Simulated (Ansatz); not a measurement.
**Geometry relaxation of Al (part 2 of 2)**

Al (defect cell, 33 atoms in the cell); DFT PBE-D3(BJ), scalar-relativistic, plane waves, PAW, PAW set soft_1, no spin polarisation (Ansatz 0.2.0); cutoff 420 eV, 3×3×3 k-mesh, Fermi–Dirac smearing of 0.05 eV. It belongs to a series of runs on one base structure; here: end point B relaxed.

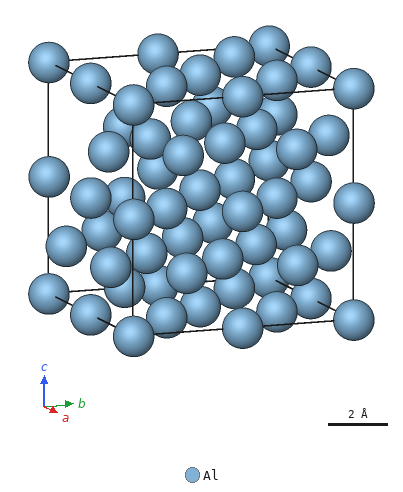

**Figure 1.** The geometry at step 4 of the log (spheres-only view of the cell of the calculation, seen slightly off an axis).

## Output, continued
```
--- Forces (eV/Å), atoms counted from 1 ---
  atom   1  Al    -0.00032997     0.00080506    -0.00036821
  atom   2  Al    -0.00035537     0.00018295    -0.00037098
  atom   3  Al     0.00029980     0.00104410     0.00038217
  atom   4  Al     0.00067977     0.00076667    -0.00063562
  atom   5  Al    -0.00034246    -0.00042721    -0.00137912
  atom   6  Al     0.00097817     0.00099828     0.00099828
  atom   7  Al     0.00014518     0.00016846     0.00013029
  atom   8  Al     0.00020587     0.00012274    -0.00041830
  atom   9  Al    -0.00031608     0.00020013    -0.00047728
  atom  10  Al     0.00014518     0.00013029     0.00016846
  atom  11  Al    -0.00052934     0.00065723     0.00065723
  atom  12  Al    -0.00030073     0.00029859     0.00009254
  atom  13  Al    -0.00030073     0.00009254     0.00029859
  atom  14  Al     0.00052185    -0.00011365    -0.00011365
  atom  15  Al     0.00012291    -0.00049499    -0.00041558
  atom  16  Al     0.00009530     0.00028258    -0.00042375
  atom  17  Al     0.00012291    -0.00041558    -0.00049499
  atom  18  Al    -0.00000888     0.00020929     0.00020929
  atom  19  Al    -0.00000964     0.00003551     0.00003551
  atom  20  Al     0.00120866     0.00167410    -0.00461102
  atom  21  Al    -0.00032997    -0.00036821     0.00080506
  atom  22  Al     0.00029980     0.00038217     0.00104410
  atom  23  Al     0.00120866    -0.00461102     0.00167410
  atom  24  Al    -0.00048215    -0.00014814    -0.00014814
  atom  25  Al    -0.00035537    -0.00037098     0.00018295
  atom  26  Al     0.00084224     0.00036511     0.00036511
  atom  27  Al     0.00067977    -0.00063562     0.00076667
  atom  28  Al     0.00020587    -0.00041830     0.00012274
  atom  29  Al    -0.00393174     0.00140687     0.00140687
  atom  30  Al    -0.00034246    -0.00137912    -0.00042721
  atom  31  Al    -0.00031608    -0.00047728     0.00020013
  atom  32  Al     0.00009530    -0.00042375     0.00028258
  atom  33  Al     0.00039575     0.00046366     0.00046366
  max |Σ_I F_I| component: 2.46e-6 eV/Å
--- Relaxed structure (6 steps of the walk, 6 accepted, 0 SCFs on fresh bases) ---
  F+E_penalty+E_count = -17746.92800758 eV   max|allowed force component| = 4.611e-3 eV/Å
  atoms:
    - { symbol: Al, position: [0.49764328360435306, 0.0019136273337355654, -0.0024329821490750676] }
    - { symbol: Al, position: [0.7493105831206246, 0.24971691599559873, 0.014996111680505924] }
    - { symbol: Al, position: [0.7505125264568514, -0.0045751514210037895, 0.25067657503377483] }
    - { symbol: Al, position: [0.0029863419010667806, 0.0029030400600951025, -0.003436591131425297] }
    - { symbol: Al, position: [0.2509629988821467, 0.251282671289852, 0.05359642786098786] }
    - { symbol: Al, position: [0.49893396363770937, 0.49886039645365504, -0.0011396035463451034] }
    - { symbol: Al, position: [0.7505111206168537, 0.7506745252236646, 0.005010055836023899] }
    - { symbol: Al, position: [0.2498043976281664, -0.014165289426521737, 0.24903015537687737] }
    - { symbol: Al, position: [0.5149309501319017, 0.2497172611551932, 0.2490512382938756] }
    - { symbol: Al, position: [0.7505111206168537, 0.505010055836024, 0.25067452522366446] }
    - { symbol: Al, position: [0.4962836015395107, 0.0032564528436816948, 0.5032564528436818] }
    - { symbol: Al, position: [0.7492924406735061, 0.24971974578477554, 0.48586124057904634] }
    - { symbol: Al, position: [0.7492924406735061, -0.014138759420953748, 0.7497197457847756] }
    - { symbol: Al, position: [0.0016577024025766285, 0.49790892970804884, -0.002091070291951306] }
    - { symbol: Al, position: [0.2498022070765531, 0.7490545173376424, 0.015022658578792075] }
    - { symbol: Al, position: [-0.014271483677378339, 0.2497195202304333, 0.24903323118774456] }
    - { symbol: Al, position: [0.2498022070765531, 0.5150226585787921, 0.24905451733764236] }
    - { symbol: Al, position: [0.5049714952991968, 0.7506749037085942, 0.2506749037085943] }
    - { symbol: Al, position: [0.0043693396949084735, 0.004283388304733691, 0.5042833883047338] }
    - { symbol: Al, position: [0.2509304791538946, 0.25123899508077335, 0.4391779040604373] }
    - { symbol: Al, position: [0.49764328360435306, 0.49756701785092494, 0.5019136273337356] }
    - { symbol: Al, position: [0.7505125264568514, 0.7506765750337747, 0.4954248485789963] }
    - { symbol: Al, position: [0.2509304791538946, -0.06082209593956284, 0.7512389950807734] }
    - { symbol: Al, position: [0.5545032426679833, 0.25127792405542115, 0.751277924055421] }
    - { symbol: Al, position: [0.7493105831206246, 0.514996111680506, 0.7497169159955988] }
    - { symbol: Al, position: [-0.004625065716171378, 0.7506762089312573, 0.2506762089312573] }
    - { symbol: Al, position: [0.0029863419010667806, 0.4965634088685748, 0.5029030400600951] }
    - { symbol: Al, position: [0.2498043976281664, 0.7490301553768774, 0.4858347105734783] }
    - { symbol: Al, position: [-0.05983390509290986, 0.25124522751938755, 0.7512452275193877] }
    - { symbol: Al, position: [0.2509629988821467, 0.553596427860988, 0.7512826712898519] }
    - { symbol: Al, position: [0.5149309501319017, 0.7490512382938755, 0.7497172611551931] }
    - { symbol: Al, position: [-0.014271483677378339, 0.7490332311877445, 0.7497195202304334] }
    - { symbol: Al, position: [0.24630668443011763, 0.24499972962341804, 0.7449997296234181] }
```

## Trajectory as extended XYZ (Å, eV, eV/Å), 6 frames, from step=1 to step=6
```
33
Lattice="8.1000 0.0000 0.0000 0.0000 8.1000 0.0000 0.0000 0.0000 8.1000" Properties=species:S:1:pos:R:3:forces:R:3 step=1 energy=-17738.85131
Al    4.0500    0.0000    0.0000    0.1667  -0.1664   0.1667
Al    6.0750    2.0250    0.0000    0.0000   0.0007   0.0866
Al    6.0750    0.0000    2.0250   -0.0014  -0.0138  -0.0021
Al    0.0000    0.0000    0.0000   -0.1675  -0.1675   0.1675
Al    2.0250    2.0250    0.0000    0.0640   0.0991   6.4296
Al    4.0500    4.0500    0.0000    0.1645   0.1646   0.1646
Al    6.0750    6.0750    0.0000   -0.0014  -0.0022   0.0157
Al    2.0250    0.0000    2.0250    0.0003  -0.0896  -0.0004
Al    4.0500    2.0250    2.0250    0.0871   0.0007  -0.0001
Al    6.0750    4.0500    2.0250   -0.0014   0.0157  -0.0022
Al    4.0500    0.0000    4.0500    0.1678  -0.1679  -0.1679
Al    6.0750    2.0250    4.0500   -0.0002   0.0004  -0.0895
Al    6.0750    0.0000    6.0750   -0.0002  -0.0895   0.0004
Al    0.0000    4.0500    0.0000   -0.1657   0.1661   0.1661
Al    2.0250    6.0750    0.0000    0.0005  -0.0001   0.0866
Al    0.0000    2.0250    2.0250   -0.0891   0.0005  -0.0003
Al    2.0250    4.0500    2.0250    0.0005   0.0866  -0.0001
Al    4.0500    6.0750    2.0250    0.0154  -0.0022  -0.0022
Al    0.0000    0.0000    4.0500   -0.1681  -0.1682  -0.1682
Al    2.0250    2.0250    4.0500    0.0829   0.1284  -8.0518
Al    4.0500    4.0500    4.0500    0.1667   0.1667  -0.1664
Al    6.0750    6.0750    4.0500   -0.0014  -0.0021  -0.0138
Al    2.0250    0.0000    6.0750    0.0829  -8.0518   0.1284
Al    4.0500    2.0250    6.0750    6.6913   0.1037   0.1037
Al    6.0750    4.0500    6.0750    0.0000   0.0866   0.0007
Al    0.0000    6.0750    2.0250   -0.0142  -0.0021  -0.0021
Al    0.0000    4.0500    4.0500   -0.1675   0.1675  -0.1675
Al    2.0250    6.0750    4.0500    0.0003  -0.0004  -0.0896
Al    0.0000    2.0250    6.0750   -7.7369   0.1226   0.1226
Al    2.0250    4.0500    6.0750    0.0640   6.4296   0.0991
Al    4.0500    6.0750    6.0750    0.0871  -0.0001   0.0007
Al    0.0000    6.0750    6.0750   -0.0891  -0.0003   0.0005
Al    2.0039    1.9924    6.0424    0.7623   1.1845   1.1845
33
Lattice="8.1000 0.0000 0.0000 0.0000 8.1000 0.0000 0.0000 0.0000 8.1000" Properties=species:S:1:pos:R:3:forces:R:3 step=2 energy=-17744.54849
Al    4.0607   -0.0106    0.0107    0.0523  -0.0473   0.0537
Al    6.0746    2.0251    0.0128   -0.0102  -0.0025   0.2957
Al    6.0749   -0.0020    2.0249    0.0002  -0.0045   0.0005
Al   -0.0106   -0.0106    0.0106   -0.0451  -0.0443   0.0501
Al    2.0270    2.0282    0.1753    0.0216   0.0304   2.9277
Al    4.0607    4.0607    0.0107    0.0569   0.0585   0.0585
Al    6.0749    6.0749    0.0021    0.0001   0.0003   0.0055
Al    2.0250   -0.0125    2.0244   -0.0015  -0.2764  -0.0155
Al    4.0626    2.0251    2.0244    0.2853  -0.0024  -0.0166
Al    6.0749    4.0521    2.0249    0.0001   0.0055   0.0003
Al    4.0606   -0.0105    4.0395    0.0463  -0.0421  -0.0421
Al    6.0746    2.0251    4.0373   -0.0093  -0.0024  -0.2836
Al    6.0746   -0.0127    6.0751   -0.0093  -0.2836  -0.0024
Al   -0.0107    4.0607    0.0107   -0.0500   0.0558   0.0558
Al    2.0251    6.0744    0.0127   -0.0016  -0.0169   0.2883
Al   -0.0126    2.0251    2.0244   -0.2778  -0.0024  -0.0157
Al    2.0251    4.0627    2.0244   -0.0016   0.2883  -0.0169
Al    4.0521    6.0749    2.0249    0.0052   0.0004   0.0004
Al   -0.0104   -0.0104    4.0396   -0.0389  -0.0382  -0.0382
Al    2.0273    2.0287    3.8531    0.0244   0.0346  -3.2286
Al    4.0607    4.0607    4.0394    0.0523   0.0537  -0.0473
Al    6.0749    6.0749    4.0480    0.0002   0.0005  -0.0045
Al    2.0273   -0.1969    6.0787    0.0244  -3.2286   0.0346
Al    4.2333    2.0283    6.0783    2.8927   0.0300   0.0300
Al    6.0746    4.0628    6.0751   -0.0102   0.2957  -0.0025
Al   -0.0020    6.0749    2.0249   -0.0045   0.0005   0.0005
Al   -0.0106    4.0606    4.0394   -0.0451   0.0501  -0.0443
Al    2.0250    6.0744    4.0375   -0.0015  -0.0155  -0.2764
Al   -0.1962    2.0287    6.0787   -3.1289   0.0332   0.0332
Al    2.0270    4.2253    6.0782    0.0216   2.9277   0.0304
Al    4.0626    6.0744    6.0751    0.2853  -0.0166  -0.0024
Al   -0.0126    6.0744    6.0751   -0.2778  -0.0157  -0.0024
Al    2.0091    2.0017    6.0517    0.1444   0.1740   0.1740
33
Lattice="8.1000 0.0000 0.0000 0.0000 8.1000 0.0000 0.0000 0.0000 8.1000" Properties=species:S:1:pos:R:3:forces:R:3 step=3 energy=-17746.57822
Al    4.0613   -0.0117    0.0115   -0.0691   0.0616  -0.0735
Al    6.0721    2.0239    0.1003    0.0061   0.0045  -0.1600
Al    6.0762   -0.0228    2.0269    0.0008  -0.0620   0.0003
Al   -0.0091   -0.0094    0.0092    0.0622   0.0621  -0.0733
Al    2.0267    2.0268    0.3421    0.0130   0.0213   0.9599
Al    4.0645    4.0648    0.0148   -0.0693  -0.0739  -0.0739
Al    6.0762    6.0768    0.0240    0.0009   0.0004   0.0600
Al    2.0244   -0.0985    2.0209    0.0020   0.1404   0.0071
Al    4.1491    2.0239    2.0208   -0.1495   0.0044   0.0085
Al    6.0762    4.0740    2.0268    0.0009   0.0600   0.0004
Al    4.0577   -0.0083    4.0417   -0.0677   0.0610   0.0610
Al    6.0721    2.0239    3.9506    0.0050   0.0043   0.1475
Al    6.0721   -0.0994    6.0739    0.0050   0.1475   0.0043
Al   -0.0125    4.0627    0.0127    0.0625  -0.0745  -0.0745
Al    2.0244    6.0708    0.0994    0.0021   0.0088  -0.1530
Al   -0.0981    2.0239    2.0209    0.1413   0.0043   0.0074
Al    2.0244    4.1494    2.0208    0.0021  -0.1530   0.0088
Al    4.0736    6.0768    2.0268    0.0612   0.0004   0.0004
Al   -0.0055   -0.0058    4.0442    0.0608   0.0608   0.0608
Al    2.0267    2.0266    3.6877    0.0154   0.0251  -1.1377
Al    4.0613    4.0615    4.0383   -0.0691  -0.0735   0.0616
Al    6.0762    6.0769    4.0272    0.0008   0.0003  -0.0620
Al    2.0267   -0.3623    6.0766    0.0154  -1.1377   0.0251
Al    4.3943    2.0268    6.0768    1.0022   0.0220   0.0220
Al    6.0721    4.1503    6.0739    0.0061  -0.1600   0.0045
Al   -0.0227    6.0769    2.0269   -0.0622   0.0003   0.0003
Al   -0.0091    4.0592    4.0406    0.0622  -0.0733   0.0621
Al    2.0244    6.0709    3.9515    0.0020   0.0071   0.1404
Al   -0.3592    2.0267    6.0767   -1.1156   0.0244   0.0244
Al    2.0267    4.3921    6.0768    0.0130   0.9599   0.0213
Al    4.1491    6.0708    6.0739   -0.1495   0.0085   0.0044
Al   -0.0981    6.0709    6.0739    0.1413   0.0074   0.0043
Al    2.0098    2.0032    6.0532    0.0675   0.1109   0.1109
33
Lattice="8.1000 0.0000 0.0000 0.0000 8.1000 0.0000 0.0000 0.0000 8.1000" Properties=species:S:1:pos:R:3:forces:R:3 step=4 energy=-17746.92513
Al    4.0322    0.0153   -0.0183   -0.0033   0.0028  -0.0033
Al    6.0717    2.0233    0.1149   -0.0011   0.0005   0.0186
Al    6.0769   -0.0343    2.0274    0.0000  -0.0238   0.0000
Al    0.0198    0.0194   -0.0224    0.0039   0.0038  -0.0041
Al    2.0289    2.0302    0.4382   -0.0001  -0.0002   0.0627
Al    4.0377    4.0372   -0.0128   -0.0022  -0.0022  -0.0022
Al    6.0769    6.0774    0.0352    0.0001   0.0000   0.0238
Al    2.0238   -0.1123    2.0204    0.0003  -0.0161  -0.0014
Al    4.1647    2.0233    2.0205    0.0185   0.0005  -0.0015
Al    6.0769    4.0853    2.0274    0.0001   0.0238   0.0000
Al    4.0266    0.0208    4.0708   -0.0043   0.0040   0.0040
Al    6.0717    2.0233    3.9377   -0.0010   0.0005  -0.0161
Al    6.0717   -0.1123    6.0733   -0.0010  -0.0161   0.0005
Al    0.0144    4.0332   -0.0168    0.0027  -0.0031  -0.0031
Al    2.0238    6.0705    0.1149    0.0004  -0.0015   0.0187
Al   -0.1125    2.0233    2.0204   -0.0168   0.0005  -0.0014
Al    2.0238    4.1649    2.0205    0.0004   0.0187  -0.0015
Al    4.0853    6.0774    2.0274    0.0237   0.0000   0.0000
Al    0.0254    0.0250    4.0750    0.0049   0.0048   0.0048
Al    2.0289    2.0301    3.5793   -0.0001  -0.0001  -0.0623
Al    4.0322    4.0317    4.0653   -0.0033  -0.0033   0.0028
Al    6.0769    6.0774    4.0157    0.0000   0.0000  -0.0238
Al    2.0289   -0.4707    6.0801   -0.0001  -0.0623  -0.0001
Al    4.4923    2.0302    6.0802    0.0630  -0.0002  -0.0002
Al    6.0717    4.1649    6.0733   -0.0011   0.0186   0.0005
Al   -0.0343    6.0774    2.0274   -0.0239   0.0000   0.0000
Al    0.0198    4.0276    4.0694    0.0039  -0.0041   0.0038
Al    2.0238    6.0704    3.9377    0.0003  -0.0014  -0.0161
Al   -0.4664    2.0301    6.0801   -0.0622  -0.0001  -0.0001
Al    2.0289    4.4882    6.0802   -0.0001   0.0627  -0.0002
Al    4.1647    6.0705    6.0733    0.0185  -0.0015   0.0005
Al   -0.1125    6.0704    6.0733   -0.0168  -0.0014   0.0005
Al    2.0087    2.0030    6.0530   -0.0032  -0.0040  -0.0040
33
Lattice="8.1000 0.0000 0.0000 0.0000 8.1000 0.0000 0.0000 0.0000 8.1000" Properties=species:S:1:pos:R:3:forces:R:3 step=5 energy=-17746.92513
Al    4.0322    0.0153   -0.0183   -0.0031   0.0027  -0.0031
Al    6.0717    2.0233    0.1149   -0.0011   0.0005   0.0185
Al    6.0769   -0.0343    2.0274    0.0000  -0.0239   0.0000
Al    0.0198    0.0194   -0.0224    0.0037   0.0036  -0.0039
Al    2.0289    2.0302    0.4382   -0.0001  -0.0002   0.0620
Al    4.0377    4.0372   -0.0128   -0.0020  -0.0020  -0.0020
Al    6.0769    6.0774    0.0352    0.0001   0.0000   0.0238
Al    2.0238   -0.1123    2.0204    0.0003  -0.0161  -0.0014
Al    4.1647    2.0233    2.0205    0.0184   0.0005  -0.0015
Al    6.0769    4.0853    2.0274    0.0001   0.0238   0.0000
Al    4.0266    0.0208    4.0708   -0.0041   0.0038   0.0038
Al    6.0717    2.0233    3.9377   -0.0010   0.0005  -0.0160
Al    6.0717   -0.1123    6.0733   -0.0010  -0.0160   0.0005
Al    0.0144    4.0332   -0.0168    0.0025  -0.0029  -0.0029
Al    2.0238    6.0705    0.1149    0.0004  -0.0015   0.0186
Al   -0.1125    2.0233    2.0204   -0.0168   0.0005  -0.0014
Al    2.0238    4.1649    2.0205    0.0004   0.0186  -0.0015
Al    4.0853    6.0774    2.0274    0.0238   0.0000   0.0000
Al    0.0254    0.0250    4.0750    0.0047   0.0047   0.0047
Al    2.0289    2.0301    3.5793   -0.0001  -0.0001  -0.0615
Al    4.0322    4.0317    4.0653   -0.0031  -0.0031   0.0027
Al    6.0769    6.0774    4.0157    0.0000   0.0000  -0.0239
Al    2.0289   -0.4707    6.0801   -0.0001  -0.0615  -0.0001
Al    4.4923    2.0302    6.0802    0.0622  -0.0002  -0.0002
Al    6.0717    4.1649    6.0733   -0.0011   0.0185   0.0005
Al   -0.0343    6.0774    2.0274   -0.0239   0.0000   0.0000
Al    0.0198    4.0276    4.0694    0.0037  -0.0039   0.0036
Al    2.0238    6.0704    3.9377    0.0003  -0.0014  -0.0161
Al   -0.4664    2.0301    6.0801   -0.0615  -0.0001  -0.0001
Al    2.0289    4.4882    6.0802   -0.0001   0.0620  -0.0002
Al    4.1647    6.0705    6.0733    0.0184  -0.0015   0.0005
Al   -0.1125    6.0704    6.0733   -0.0168  -0.0014   0.0005
Al    2.0087    2.0030    6.0530   -0.0032  -0.0039  -0.0039
33
Lattice="8.1000 0.0000 0.0000 0.0000 8.1000 0.0000 0.0000 0.0000 8.1000" Properties=species:S:1:pos:R:3:forces:R:3 step=6 energy=-17746.92801
Al    4.0309    0.0155   -0.0197   -0.0003   0.0008  -0.0004
Al    6.0694    2.0227    0.1215   -0.0004   0.0002  -0.0004
Al    6.0792   -0.0371    2.0305    0.0003   0.0010   0.0004
Al    0.0242    0.0235   -0.0278    0.0007   0.0008  -0.0006
Al    2.0328    2.0354    0.4341   -0.0003  -0.0004  -0.0014
Al    4.0414    4.0408   -0.0092    0.0010   0.0010   0.0010
Al    6.0791    6.0805    0.0406    0.0001   0.0002   0.0001
Al    2.0234   -0.1147    2.0171    0.0002   0.0001  -0.0004
Al    4.1709    2.0227    2.0173   -0.0003   0.0002  -0.0005
Al    6.0791    4.0906    2.0305    0.0001   0.0001   0.0002
Al    4.0199    0.0264    4.0764   -0.0005   0.0007   0.0007
Al    6.0693    2.0227    3.9355   -0.0003   0.0003   0.0001
Al    6.0693   -0.1145    6.0727   -0.0003   0.0001   0.0003
Al    0.0134    4.0331   -0.0169    0.0005  -0.0001  -0.0001
Al    2.0234    6.0673    0.1217    0.0001  -0.0005  -0.0004
Al   -0.1156    2.0227    2.0172    0.0001   0.0003  -0.0004
Al    2.0234    4.1717    2.0173    0.0001  -0.0004  -0.0005
Al    4.0903    6.0805    2.0305    0.0000   0.0002   0.0002
Al    0.0354    0.0347    4.0847    0.0000   0.0000   0.0000
Al    2.0325    2.0350    3.5573    0.0012   0.0017  -0.0046
Al    4.0309    4.0303    4.0655   -0.0003  -0.0004   0.0008
Al    6.0792    6.0805    4.0129    0.0003   0.0004   0.0010
Al    2.0325   -0.4927    6.0850    0.0012  -0.0046   0.0017
Al    4.4915    2.0354    6.0854   -0.0005  -0.0001  -0.0001
Al    6.0694    4.1715    6.0727   -0.0004  -0.0004   0.0002
Al   -0.0375    6.0805    2.0305    0.0008   0.0004   0.0004
Al    0.0242    4.0222    4.0735    0.0007  -0.0006   0.0008
Al    2.0234    6.0671    3.9353    0.0002  -0.0004   0.0001
Al   -0.4847    2.0351    6.0851   -0.0039   0.0014   0.0014
Al    2.0328    4.4841    6.0854   -0.0003  -0.0014  -0.0004
Al    4.1709    6.0673    6.0727   -0.0003  -0.0005   0.0002
Al   -0.1156    6.0672    6.0727    0.0001  -0.0004   0.0003
Al    1.9951    1.9845    6.0345    0.0004   0.0005   0.0005
```
